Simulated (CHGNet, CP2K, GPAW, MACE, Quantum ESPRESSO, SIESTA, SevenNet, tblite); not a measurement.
# Codes compared on generalised stacking fault on (111) (shuffle set) of a GaAs-GaSb solid solution (48 atoms)

Aim: run generalised stacking fault on (111) (shuffle set) of a GaAs-GaSb solid solution (48 atoms) in several programs and set results and cost side by side. A plane-wave run serves as the reference.

Program: Quantum ESPRESSO 7.5. Level of theory: Kohn-Sham DFT, PBE, GBRV 1.5 ultrasoft pseudopotentials, plane waves. Results are calculated unless marked as measured.

### Step 1. Set-up

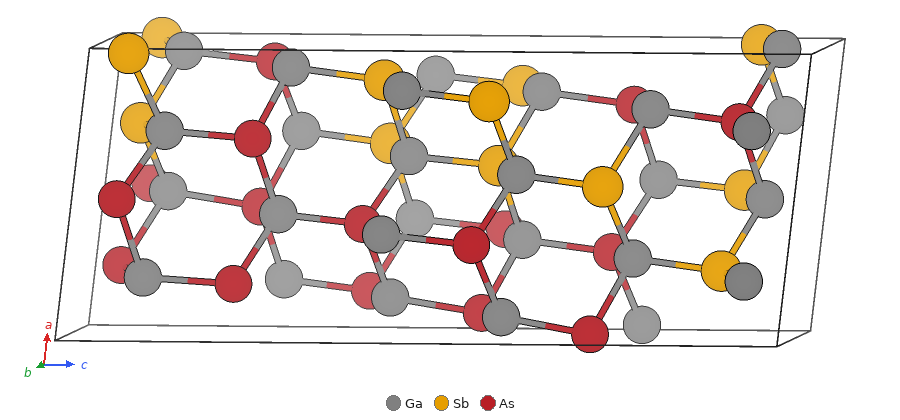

The cell as given, from the side, with the c axis across the page (gallium grey, antimony orange, arsenic red). Some periodic images of atoms are drawn too.

The cell holds 48 atoms: 24 Ga, 10 Sb and 14 As. Cell: a = 8.267 Å, b = 7.159 Å, c = 20.392 Å, α = 90.0°, β = 83.2°, γ = 90.0°. Zinc-blende GaAs lattice (a = 5.8453 Å, the value set for the mixture), cell with z along [111], 2 x 1 x 2 periods; the third cell vector is tilted by 0.583 of 1/2[1-10] and lengthened by 0 Å, so the cell holds one fault (shuffle set); displaced by a Gaussian of 0.01 Å; 10 of 24 As sites given to Sb at random (lattice constant by Vegard's rule between GaAs and GaSb). Then every atom was moved at random, 0.05 Å r.m.s. a Cartesian component. The structure's axis is c.

### Step 2. Plane-wave reference

Contents of pw.in:

```
&control
  calculation = 'scf'
  pseudo_dir = './pseudo'
  outdir = './tmp'
  disk_io = 'none'
  tprnfor = .true.
  tstress = .true.
/
&system
  ibrav = 0
  nat = 48
  ntyp = 3
  ecutwfc = 40
  ecutrho = 200
  nosym = .true.
  occupations = 'smearing'
  smearing = 'fd'
  degauss = 0.003675
/
&electrons
  conv_thr = 2.4e-07
  electron_maxstep = 100
  mixing_beta = 0.2
  mixing_mode = 'local-TF'
  diagonalization = 'david'
/
ATOMIC_SPECIES
Ga 69.723 Ga.upf
Sb 121.760 Sb.upf
As 74.922 As.upf
CELL_PARAMETERS angstrom
8.26650 0.00000 0.00000
0.00000 7.15900 0.00000
2.41109 0.00000 20.24871
ATOMIC_POSITIONS crystal
Ga 0.47576 0.49429 0.93704
Sb 0.71915 0.49229 0.06084
Ga 0.71081 0.81992 0.10971
As 0.68746 0.83915 0.23355
Ga 0.99007 0.49742 0.93641
As 0.23297 0.49942 0.05737
Ga 0.20894 0.81992 0.10355
As 0.19032 0.83535 0.23054
Ga 0.22151 0.99243 0.94330
As 0.48601 0.00534 0.06263
Ga 0.47808 0.33712 0.10307
As 0.42764 0.33540 0.23304
[... 32 atom lines left out ...]
Ga 0.78914 0.66220 0.77155
As 0.74842 0.66912 0.89686
Ga 0.02496 0.16699 0.77313
Sb 0.98522 0.16081 0.89258
K_POINTS gamma
```

Started as:

```bash
$ OMP_NUM_THREADS=1 mpirun -np 4 pw.x -in pw.in > output.txt
```

Numbers of over 12 decimals in the logs are rounded to 6 here.

What it wrote:

```text
Program PWSCF
     gamma-point specific algorithms are used
     one sub-group per band group will be used
     scalapack distributed-memory algorithm (size of sub-group:  2*  2 procs)
     Parallelization info
     sticks:   dense  smooth     PW     G-vecs:    dense   smooth      PW
     Min         841     673    167                96583    69108    8644
     Max         844     676    170                96588    69118    8648
     Sum        3371    2697    673               386343   276447   34583
     bravais-lattice index     =            0
     lattice parameter (alat)  =      15.6214  a.u.
     unit-cell volume          =    8086.6378 (a.u.)^3
     number of atoms/cell      =           48
     number of atomic types    =            3
     number of electrons       =       676.00
[... lines left out ...]
     scf convergence threshold =      2.4E-07
[... lines left out ...]
     number of k points=     1  Fermi-Dirac smearing, width (Ry)=  0.0037
[... lines left out ...]
     total energy              =  -12362.11907917 Ry
[... lines left out ...]
     total energy              =  -12387.76929941 Ry
[... lines left out ...]
     total energy              =  -12379.83182111 Ry
[... lines left out ...]
     total energy              =  -12380.91038603 Ry
[... lines left out ...]
     total energy              =  -12380.91038637 Ry
[... lines left out ...]
   -87.1120 -87.0402 -87.0357 -86.9476 -86.8775 -86.8721 -86.8685 -86.8610
   -86.8514 -86.8488 -86.8313 -86.8256 -86.8181 -86.8150 -86.8143 -86.8107
   -86.8084 -86.7981 -86.7945 -86.7901 -86.7803 -86.7796 -86.7792 -86.7737
[...]
12.1573  12.2219  12.2275  12.2497  12.2994  12.3341  12.3943  12.3985
    12.4695  12.4993  12.5678  12.6469  12.7375  12.8225  12.8846  12.9331
    13.0096  13.0767  13.1253  13.1675  13.3062  13.3653
     the Fermi energy is     7.9554 ev
!    total energy              =  -12380.91038694 Ry
     estimated scf accuracy    <       0.00000012 Ry
     smearing contrib. (-TS)   =      -0.01431224 Ry
     internal energy E=F+TS    =  -12380.89607470 Ry
     The total energy is F=E-TS. E is the sum of the following terms:
     one-electron contribution =  -10960.77001642 Ry
     hartree contribution      =    5725.36987921 Ry
     xc contribution           =   -2048.22518474 Ry
     ewald contribution        =   -5097.27075275 Ry
     convergence has been achieved in  19 iterations
     Forces acting on atoms (cartesian axes, Ry/au):
     atom    1 type  1   force =     0.02092711    0.06194357    0.04051385
     atom    2 type  2   force =     0.07256093    0.05663527   -0.05658029
     atom    3 type  1   force =    -0.03207558    0.01870740    0.02488698
[...]
atom   47 type  1   force =     0.00087104   -0.01490734   -0.09055662
     atom   48 type  2   force =     0.05536478    0.04066611    0.02387807
     Total force =     0.418644     Total SCF correction =     0.002006
     Computing stress (Cartesian axis) and pressure
          total   stress  (Ry/bohr**3)                   (kbar)     P=       55.32
   0.00079118   0.00003588   0.00002838          116.39        5.28        4.17
   0.00003588   0.00010188  -0.00003087            5.28       14.99       -4.54
   0.00002838  -0.00003087   0.00023520            4.17       -4.54       34.60
     Message from routine punch:
     Nothing written, as per user request (disk_io='none')
```

Elapsed: 2.6 min, on 4 MPI ranks of Arm Neoverse V1, shared host; peak memory 1.5 GiB.

Banners, paths, timers and routine set-up lines are dropped from the logs unmarked, and long logs keep their key lines alone; longer cuts are marked.

Numbers from this run:

```
r.m.s. force component : 0.897 eV/Å
longest force          : 3.717 eV/Å
pressure               : 5.533 GPa
```

### Step 3. Local order

Pair distribution functions g(r), in bins of 0.2 Å:

| r (Å) | total | Ga-Ga | Ga-As | Ga-Sb | As-As | As-Sb | Sb-Sb |
| --- | --- | --- | --- | --- | --- | --- | --- |
| 2.30 | 0.37 | 0.00 | 0.77 | 0.70 | 0.00 | 0.00 | 0.00 |
| 2.50 | 4.45 | 0.00 | 8.96 | 8.84 | 0.00 | 0.00 | 0.00 |
| 2.70 | 1.12 | 0.00 | 2.26 | 2.22 | 0.00 | 0.00 | 0.00 |
| 2.90 | 0.10 | 0.00 | 0.16 | 0.25 | 0.00 | 0.00 | 0.00 |
| 3.10 | 0.04 | 0.00 | 0.00 | 0.20 | 0.00 | 0.00 | 0.00 |
| 3.30 | 0.08 | 0.00 | 0.26 | 0.00 | 0.00 | 0.00 | 0.00 |
| 3.50 | 0.30 | 0.40 | 0.12 | 0.34 | 0.00 | 0.54 | 0.77 |
| 3.70 | 0.03 | 0.00 | 0.00 | 0.00 | 0.00 | 0.25 | 0.00 |
| 3.90 | 0.29 | 0.53 | 0.00 | 0.00 | 0.93 | 0.65 | 0.00 |
| 4.10 | 4.78 | 9.62 | 0.00 | 0.00 | 9.49 | 9.25 | 10.12 |
| 4.30 | 1.54 | 2.77 | 0.23 | 0.42 | 2.96 | 3.03 | 1.58 |
| 4.50 | 0.25 | 0.25 | 0.14 | 0.30 | 0.24 | 0.34 | 0.47 |
| 4.70 | 1.36 | 0.30 | 2.96 | 1.76 | 0.00 | 0.30 | 0.44 |
| 4.90 | 3.16 | 0.07 | 6.18 | 6.44 | 0.00 | 0.00 | 0.00 |
| 5.10 | 0.13 | 0.00 | 0.17 | 0.23 | 0.00 | 0.13 | 0.36 |
| 5.30 | 0.12 | 0.18 | 0.05 | 0.14 | 0.18 | 0.00 | 0.34 |
| 5.50 | 0.07 | 0.06 | 0.00 | 0.20 | 0.16 | 0.00 | 0.00 |
| 5.70 | 0.54 | 1.11 | 0.00 | 0.30 | 1.03 | 0.41 | 1.46 |
| 5.90 | 1.17 | 2.06 | 0.29 | 0.23 | 1.81 | 2.78 | 0.83 |
| 6.10 | 0.20 | 0.09 | 0.23 | 0.16 | 0.27 | 0.28 | 0.51 |
| 6.30 | 1.98 | 0.17 | 3.76 | 3.81 | 0.00 | 0.26 | 0.23 |
| 6.50 | 0.88 | 0.04 | 1.67 | 1.81 | 0.00 | 0.00 | 0.00 |
| 6.70 | 0.18 | 0.14 | 0.19 | 0.26 | 0.00 | 0.30 | 0.00 |
| 6.90 | 0.29 | 0.48 | 0.18 | 0.13 | 0.31 | 0.43 | 0.20 |
| 7.10 | 2.87 | 5.50 | 0.14 | 0.04 | 6.03 | 5.63 | 5.61 |
| 7.30 | 1.20 | 2.36 | 0.11 | 0.15 | 2.31 | 2.20 | 2.00 |
| 7.50 | 1.30 | 0.23 | 2.38 | 2.42 | 0.26 | 0.18 | 0.00 |
| 7.70 | 1.31 | 0.25 | 2.46 | 2.06 | 0.33 | 0.23 | 0.97 |

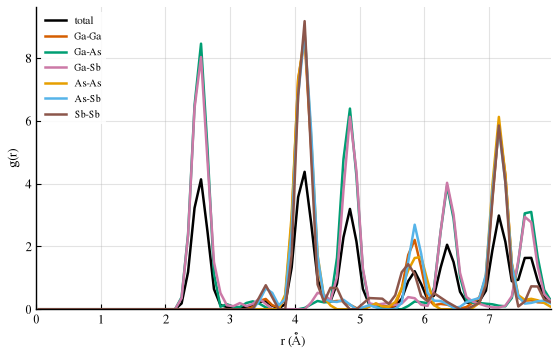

Pair distribution functions, lightly smoothed.

Bonds by pair of elements; cutoffs follow the first minimum of g(r), held within bounds set by covalent radii, and pairs that aren't listed don't count as bonded:

| pair A-B | cutoff (Å) | bonds | mean length (Å) | spread (Å) | shortest (Å) | B about A | A about B |
| --- | --- | --- | --- | --- | --- | --- | --- |
| Ga-As | 2.88 | 54 | 2.53 | 0.07 | 2.33 | 2.25 | 3.86 |
| Ga-Sb | 3.05 | 39 | 2.54 | 0.098 | 2.35 | 1.62 | 3.9 |

How many atoms have how many bonded neighbours:

| element | mean | 3 | 4 |
| --- | --- | --- | --- |
| As | 3.86 | 2 | 12 |
| Ga | 3.88 | 3 | 21 |
| Sb | 3.9 | 1 | 9 |

Rings of the network by King's shortest-path rule, up to 12 atoms, one path for each pair of neighbours; H, halogens, alkali and alkaline-earth atoms are left out, and the last column divides by all other atoms, bonded or not:

| ring size (atoms) | rings | per network atom |
| --- | --- | --- |
| 6 | 83 | 1.73 |
| 10 | 3 | 0.062 |

### Step 4. The other programs

The programs:
- CHGNet: machine-learned potential, published weights.
- CP2K 2026.2: Gaussian basis with GTH pseudopotentials and a plane-wave density; labels give functional, basis (MOLOPT sets; SR short-range, UZH the newer set with its own potentials), grid cutoff/relative cutoff and solver (OT: orbital transformation; TRS4, TC2, SIGN: linear-scaling purification with its sparsity filter), or its built-in tight binding.
- GPAW 26.7.0: PAW with atomic orbitals (LCAO), plane waves or a real-space grid of spacing h.
- MACE: machine-learned potential, published weights.
- SIESTA 5.4.2: numerical atomic orbitals, whose automatically made sets are far from complete, with PseudoDojo norm-conserving potentials that we converted to its format (checked against plane waves on the same files for H, C, O, Si, Ge and Ca alone); labels give functional, basis size, energy shift and mesh cutoff.
- SevenNet: machine-learned potential, published weights.
- tblite 0.8.0: extended tight binding, driven from Python.

All use the same cell and atoms; the electronic-structure runs use the same k-mesh, and an electronic temperature of 580 K (0.05 eV) where levels are smeared.

Differences are against the plane-wave reference, forces as r.m.s. over components; share is that over the reference's r.m.s. force, slope the least-squares factor from reference forces to these. Total energies of different programs have different zeros and aren't compared.

| run | Δ force, r.m.s. (meV/Å) | share (%) | slope | Δ pressure (GPa) | cores | CPU time | memory (GiB) |
| --- | --- | --- | --- | --- | --- | --- | --- |
| reference | - | - | - | - | 4 | 10 min | 1.5 |
| CHGNet 0.3.0 potential | 436 | 48.6 | 0.567 | -1.97 | 1 | 3.7 s | 0.54 |
| CP2K LDA, DZVP-MOLOPT-SR, 800/50 Ry, diagonalisation | 68.7 | 7.66 | 0.934 | -3.65 | 2 | 5.5 min | 4.9 |
| CP2K PBE+D4, DZVP-MOLOPT-SR, 800/50 Ry, diagonalisation | 36.8 | 4.10 | 1.029 | -1.74 | 2 | 7.1 min | 5.2 |
| CP2K PBE, DZVP-MOLOPT-SR, 560/50 Ry, diagonalisation (coarse) | 59.6 | 6.65 | 1.028 | 1.04 | 2 | 6.2 min | 3.2 |
| CP2K PBE, DZVP-MOLOPT-SR, 800/20 Ry, diagonalisation (coarse) | 701 | 78.1 | 0.975 | 2.48 | 2 | 5.3 min | 5.2 |
| CP2K PBE, DZVP-MOLOPT-SR, 800/50 Ry, diagonalisation | 36.9 | 4.11 | 1.030 | 1.01 | 2 | 7.1 min | 5.2 |
| CP2K PBE, TZVP-UZH, 800/50 Ry, diagonalisation | 31.5 | 3.51 | 1.020 | 0.875 | 2 | 8.6 min | 5.3 |
| CP2K RPBE, PBE potentials, DZVP-MOLOPT-SR, 800/50 Ry, diagonalisation | 56.8 | 6.33 | 1.036 | 1.96 | 2 | 7.1 min | 5.3 |
| GPAW PBE, LCAO dzp, h 0.2 Å | 78.3 | 8.73 | 1.076 | - | 1 | 3.2 min | 1.3 |
| GPAW PBE, LCAO dzp, h 0.2 Å, other mixer settings | 77.8 | 8.67 | 1.076 | - | 1 | 3.7 min | 1.2 |
| GPAW PBE, LCAO dzp, h 0.22 Å (coarse) | 78.2 | 8.72 | 1.076 | - | 1 | 2.5 min | 0.98 |
| GPAW PBE, LCAO sz(dzp), h 0.2 Å (coarse) | 231 | 25.8 | 1.229 | - | 1 | 61 s | 0.99 |
| GPAW PBE, plane waves 550 eV | 31.7 | 3.54 | 1.021 | 0.487 | 1 | 7.7 min | 1.0 |
| MACE MP-0b2 small potential | 268 | 29.9 | 0.861 | -1.70 | 1 | 6.8 s | 0.65 |
| SIESTA PBE, TZP, shift 0.01 Ry, mesh 300 Ry | 59.4 | 6.62 | 1.034 | 0.923 | 2 | 8.5 min | 1.6 |
| SevenNet l3i5 potential | 274 | 30.5 | 0.893 | -1.82 | 1 | 9.7 s | 0.89 |
| tblite GFN1-xTB | 422 | 47.1 | 1.288 | 3.72 | 1 | 4.6 s | 0.11 |

Rows marked coarse were listed beforehand as settings not expected to be converged; some can still land near the reference.

Times of the machine-learned potentials are mostly Python's start and the loading of weights.

CPU time is summed over cores on a shared host, where runs went side by side, so it is rough. Symmetry, cutoffs, thresholds, outputs and thread counts weren't matched or tuned between programs; memory under MPI is the largest rank's times the ranks.

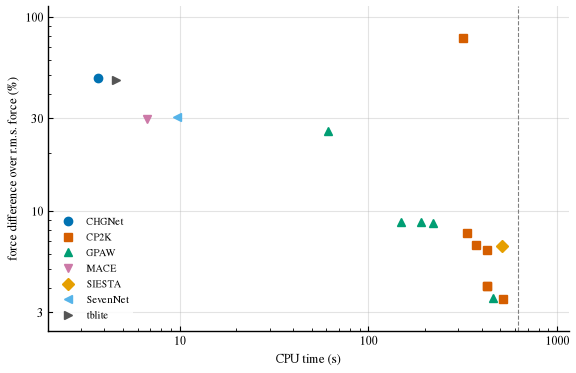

Force difference against CPU time; the dashed line marks the reference's time.

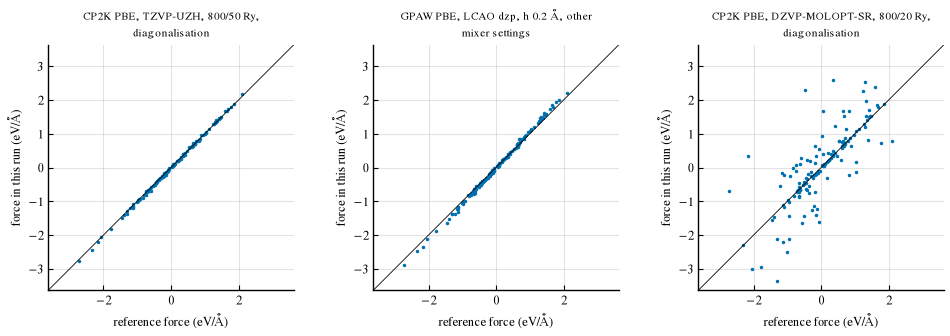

Force components against those of the reference; the line marks equality.

Mean charges by element (e), by run and scheme:

| run | scheme | Ga | Sb | As |
| --- | --- | --- | --- | --- |
| CP2K LDA, DZVP-MOLOPT-SR, 800/50 Ry, diagonalisation | Mulliken | -0.03 | +0.37 | -0.21 |
| CP2K LDA, DZVP-MOLOPT-SR, 800/50 Ry, diagonalisation | Hirshfeld | +0.09 | -0.03 | -0.13 |
| CP2K PBE+D4, DZVP-MOLOPT-SR, 800/50 Ry, diagonalisation | Mulliken | -0.03 | +0.36 | -0.20 |
| CP2K PBE+D4, DZVP-MOLOPT-SR, 800/50 Ry, diagonalisation | Hirshfeld | +0.11 | -0.05 | -0.16 |
| CP2K PBE, DZVP-MOLOPT-SR, 560/50 Ry, diagonalisation | Mulliken | -0.03 | +0.36 | -0.20 |
| CP2K PBE, DZVP-MOLOPT-SR, 560/50 Ry, diagonalisation | Hirshfeld | +0.11 | -0.05 | -0.16 |
| CP2K PBE, DZVP-MOLOPT-SR, 800/50 Ry, diagonalisation | Mulliken | -0.03 | +0.36 | -0.20 |
| CP2K PBE, DZVP-MOLOPT-SR, 800/50 Ry, diagonalisation | Hirshfeld | +0.11 | -0.05 | -0.16 |
| CP2K PBE, TZVP-UZH, 800/50 Ry, diagonalisation | Mulliken | -0.23 | +0.19 | +0.26 |
| CP2K PBE, TZVP-UZH, 800/50 Ry, diagonalisation | Hirshfeld | +0.11 | -0.05 | -0.16 |
| CP2K RPBE, PBE potentials, DZVP-MOLOPT-SR, 800/50 Ry, diagonalisation | Mulliken | -0.01 | +0.35 | -0.22 |
| CP2K RPBE, PBE potentials, DZVP-MOLOPT-SR, 800/50 Ry, diagonalisation | Hirshfeld | +0.13 | -0.06 | -0.18 |
| SIESTA PBE, TZP, shift 0.01 Ry, mesh 300 Ry | Hirshfeld | +0.10 | -0.05 | -0.14 |
| tblite GFN1-xTB | Mulliken | -0.03 | +0.10 | -0.02 |

Within one program, basis, potentials and functional, energies share a zero. Each run against its twin at the usual cutoff or grid and solver:

| run | twin | Δ energy (meV/atom) | Δ force, r.m.s. (meV/Å) | CPU time over the twin's |
| --- | --- | --- | --- | --- |
| CP2K PBE, DZVP-MOLOPT-SR, 560/50 Ry, diagonalisation | DZVP-MOLOPT-SR, 800/50 Ry, diagonalisation | -0.662 | 61.2 | 0.88 |
| CP2K PBE, DZVP-MOLOPT-SR, 800/20 Ry, diagonalisation | DZVP-MOLOPT-SR, 800/50 Ry, diagonalisation | -57.1 | 701 | 0.75 |
| GPAW PBE, LCAO dzp, h 0.2 Å, other mixer settings | LCAO dzp, h 0.2 Å | 0 | 2.28 | 1.2 |
| GPAW PBE, LCAO dzp, h 0.22 Å | LCAO dzp, h 0.2 Å | 7.17 | 6.14 | 0.78 |

### Step 5. Outcome

```
reference r.m.s. force component                       : 0.897 eV/Å
nearest in forces                                      : a tie at 3.5 % of 2 runs: CP2K PBE, TZVP-UZH, 800/50 Ry, diagonalisation; GPAW PBE, plane waves 550 eV
farthest in forces                                     : CP2K PBE, DZVP-MOLOPT-SR, 800/20 Ry, diagonalisation (coarse), 78 %
cheapest electronic-structure run beside the reference : tblite GFN1-xTB, 4.6 s of CPU time
```

**Reading.** PBE on plane waves or a grid with other potentials, cutoffs or grids, coarse settings apart, differs from the reference by 3.5 % (GPAW PBE, plane waves 550 eV) of the r.m.s. force; this holds the reference's own error, so differences of a few per cent don't tell which side is nearer the exact PBE result. The PBE runs in local orbitals, coarse settings apart, differ by 3.5 % (CP2K PBE, TZVP-UZH, 800/50 Ry, diagonalisation) to 8.7 % (GPAW PBE, LCAO dzp, h 0.2 Å); basis, grid and potentials can all enter. Tight binding differs by 47 % (tblite GFN1-xTB); it is another model, with fitted parameters of its own, and the xTB methods hold dispersion. Machine-learned potentials differ by 30 % (MACE MP-0b2 small potential) to 49 % (CHGNet 0.3.0 potential); they were trained on other programs' data. Among those trained on PBE data the slope goes as low as 0.57, which softening far from their training structures can give, though the reference's k-sampling is untested too. Rows with another functional or a dispersion term differ by 4.1 % (CP2K PBE+D4, DZVP-MOLOPT-SR, 800/50 Ry, diagonalisation) to 7.7 % (CP2K LDA, DZVP-MOLOPT-SR, 800/50 Ry, diagonalisation), which mixes the change of model with differences of basis and potentials, some of them made for another functional. Runs with settings chosen to be coarse differ by 6.6 % (CP2K PBE, DZVP-MOLOPT-SR, 560/50 Ry, diagonalisation) to 78 % (CP2K PBE, DZVP-MOLOPT-SR, 800/20 Ry, diagonalisation), their programs' other errors included. Of the electronic-structure runs that take under half the reference's CPU time, GPAW PBE, LCAO dzp, h 0.2 Å, other mixer settings is among the nearest, at 8.7 % in 3.7 min against 10 min. GPAW PBE, LCAO sz(dzp), h 0.2 Å stiffens the forces by a factor of 1.23 while following their directions (correlation 0.995); the slopes of the 5 GPAW runs lie between 1.02 and 1.23. In pressure, CP2K PBE, DZVP-MOLOPT-SR, 800/20 Ry, diagonalisation misses by +2.5 GPa, at the same functional. Charges hang on model, scheme and program or settings: among these rows the mean for As runs from -0.22 to +0.26 e, even in sign. In the reference: levels near the Fermi energy are neither full nor empty under the smearing, so no gap is quoted. In the reference: for some of the pairs, g(r) has its first main peak near 4.13 Å (Ga-Ga), 2.53 Å (Ga-As), 2.52 Å (Ga-Sb), 4.15 Å (As-As), 4.14 Å (As-Sb) and 4.13 Å (Sb-Sb). Periodic xTB results under one method name differ between programs and library versions. The potentials hold different valence shells: 676 electrons in the reference, 432 in CP2K with TZVP-UZH, 292 in GPAW and 672 in SIESTA; this bears on time and differences. GPAW's setups keep the filled d shell of Ga in the core. The reference's pressure holds the uncorrected Pulay stress of its 40 Ry basis, so small pressure differences, and their order, may be the reference's own error. GPAW's Ga setup keeps the 3d shell in the core. Machine-learned potentials mimic data converged in k, so the reference's own k-point error enters their differences. The reference's stress is far from hydrostatic: its diagonal is 11.6, 1.5, 3.5 GPa, compression counted positive. The host structure and its lattice constant were typed by rule, without a check against the phase diagram. The reference's pressure of 5.5 GPa belongs to a cell and atoms that aren't relaxed at this level. The electronic-structure runs sample only Γ, in a cell whose shortest periodic width is 7 Å, which is coarse for a cell with partly filled levels. Spin–orbit coupling is left out, which matters for the levels of the heavy elements.

[Also dropped from logs without a mark: logging warnings of Python, and SIESTA's first energy breakdown and zero terms.]

[Logs are printed without paths, hosts, clocks, repeated set-up lines and the standing remarks that a program may print on its own settings, such as how far it seeks lower states.]

[Hosts, paths, dates, database ids (printed as entryN), source tags and the programs' standing remarks are cut or masked in the printed files.]
